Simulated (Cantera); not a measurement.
A closed system holds: 1 mol V2O3, 120 mol H2, at 100000 Pa.

Method: chemical equilibrium by Gibbs-energy minimisation in Cantera with the NASA 1993 tables (ideal gas, pure condensed phases). Candidate condensed phases: H2O, V, VO, V2O3, V2O4, V2O5; 12 gas species. Mutual solubility and eutectic melting of coexisting phases are not modelled. VO: taken at fixed stoichiometry. Condensed phases not in the tables: the oxides between V2O3 and V2O5 other than VO2. Kinetics and transport are ignored.

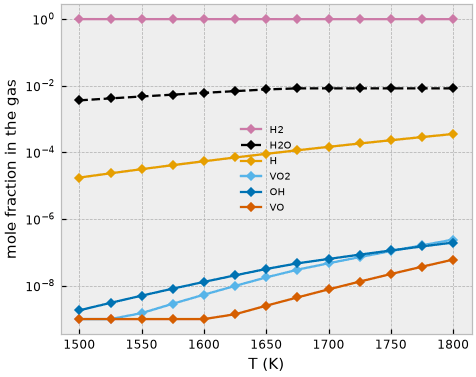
Equilibrium gas composition (values under 1e-9 drawn at 1e-9)

From 1500 K to 1650 K the condensed part is VO(s) + V2O3(s). From 1675 K to 1800 K the condensed part is VO(s).
